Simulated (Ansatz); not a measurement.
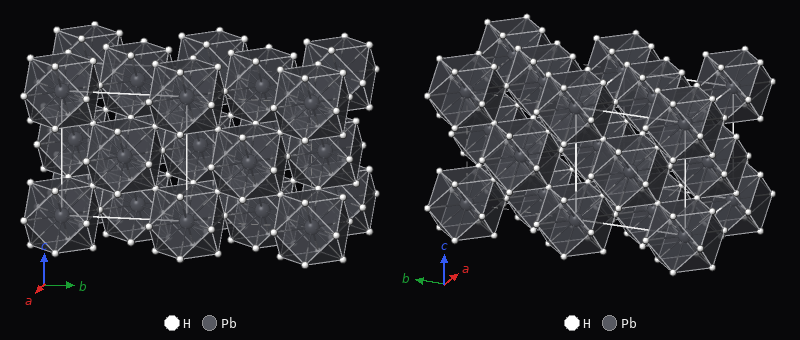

Polyhedra are drawn about Pb (bonds: H–Pb below 2.4 Å); other atoms are plain spheres. Two views of the same piece.

H6Pb (space group Fm-3m, No. 225): coordinates from a relaxation with DFT PBE, scalar-relativistic, plane waves, PAW (Ansatz); the starting structure was generated, so it need not be a known form of this composition.

Sharing among the drawn polyhedra:

```tsv
site	polyhedron	corner-sharing neighbours	edge-sharing	face-sharing	bond (Å)
Pb	PbH12 cuboctahedron	12	0	0	2.17
```

They form a three-dimensional framework of corner-sharing cuboctahedra.
